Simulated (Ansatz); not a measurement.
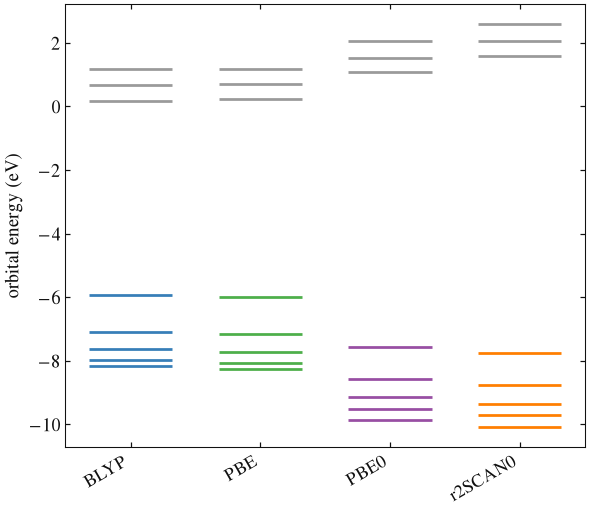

Frontier orbital energies of C₄H₈O, SMILES OC1CCC1 at one geometry, def2-TZVPP, the Ansatz code, at a PBE0-D4/def2-TZVP geometry (a minimum by its frequencies). Empty levels are grey, levels within 0.1 eV stand side by side; all columns show the same few orbitals around the gap.

How do the frontier levels move from column to column?

Answer. The separation grows from 6.09 eV (BLYP) to 9.36 eV (r2SCAN0).

```tsv
level	HOMO (eV)	LUMO (eV)	separation (eV)
BLYP	−5.93	0.17	6.09
PBE	−6.00	0.22	6.22
PBE0	−7.55	1.09	8.64
r2SCAN0	−7.77	1.60	9.36
```

Limits of at least one run: empty levels above zero depend strongly on the basis; one conformer of a flexible molecule.
